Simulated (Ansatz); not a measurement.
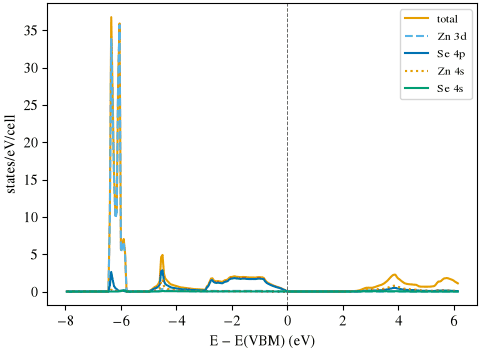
Figure. Total and projected density of states of ZnSe (zinc blende, space group No. 216), DFT-PBE in the program Ansatz with PAW potentials

### Question
Which orbitals carry the states next to the gap?

### Answer
Top 1 eV of the valence band: Se 4p 90 %, Zn 3d 6 %. Bottom 1 eV of the conduction band: Zn 4s 57 %, Se 4p 21 %, Se 4s 20 %. Projections are on Löwdin-orthogonalised atomic valence shells; empty p or d shells of many metals are not among them.

### Question
Where is the tallest occupied peak in this window, and what makes it?

### Answer
Near -6.3 eV, about 37 states/eV per cell; the largest projected share is Zn 3d.

Space group F-43m (zinc blende). Symmetry was held in the PBE relaxation; phonons on a q-mesh show no instability. Scalar-relativistic: spin–orbit coupling is off unless named, which matters more the heavier the elements.

Potentials: the later of the program's two PAW sets.
